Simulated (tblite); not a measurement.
## Run report: C3H3F2, frequency calculation

- system: C3H3F2, multiplicity 2
- method: GFN2-xTB harmonic vibrations, gas phase (tblite 0.8.0)

It belongs to a series of runs on one base structure; here: X = H replaced by CHF2.

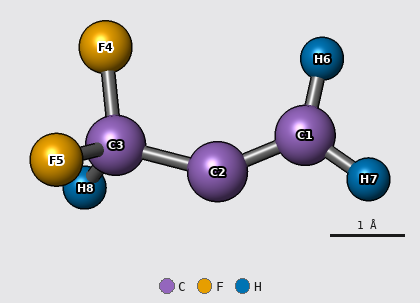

The structure (ball-and-stick view, seen at a tilt; atoms are numbered from 1 in the order of the input).

### Results in brief

```tsv
quantity	value
outcome	converged
total energy	−470.3424 eV
zero-point energy	30.3180 kcal/mol
hardware	1 CPU thread, shared host
peak memory	0.18 GiB
```

### Input
```
{"job": {"kind": "ir", "xc": "GFN2-xTB", "basis": "xTB"}, "charge": 0, "multiplicity": 2}
C      1.480195     0.015426     0.048352
C      0.310197    -0.292121    -0.396693
C     -1.108617    -0.045309    -0.167596
F     -1.323291     0.777721     0.917013
F     -1.781751    -1.189645     0.110198
H      1.647915     0.682389     0.896691
H      2.383649    -0.371054    -0.399212
H     -1.599241     0.432005    -1.033317
```

The first line tells a small driver script what to run in tblite; the rest is the geometry in Å.

Command:
```bash
OMP_NUM_THREADS=1 python <driver script> task.json out
```

### The program's output
```
mode    cm-1     km/mol
  1      75.7      4.81
  2     152.7      6.76
  3     322.0      6.17
  4     445.3     12.94
  5     477.3      4.43
  6     624.5     17.07
  7     864.9     12.24
  8     892.6    189.56
  9     913.0     49.03
 10     958.8     28.96
 11    1049.2    156.85
 12    1231.0      6.26
 13    1253.8     36.03
 14    1334.7     27.44
 15    1827.1      5.11
 16    2855.2     23.20
 17    2874.5      0.41
 18    3055.7      0.53
```

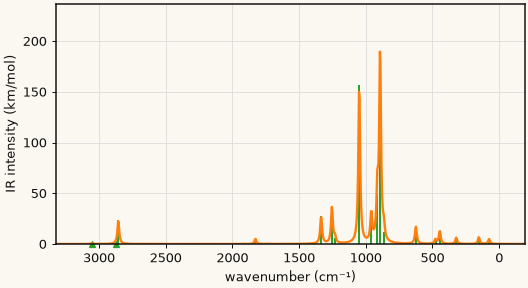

Harmonic infrared spectrum, unscaled: sticks (degenerate modes added up, dark ones marked on the axis) with a Lorentzian envelope of 16 cm⁻¹ full width, scaled to the tallest stick. 18 modes from 76 to 3056 cm⁻¹, none imaginary. The strongest line is at 893 cm⁻¹ (190 km/mol).
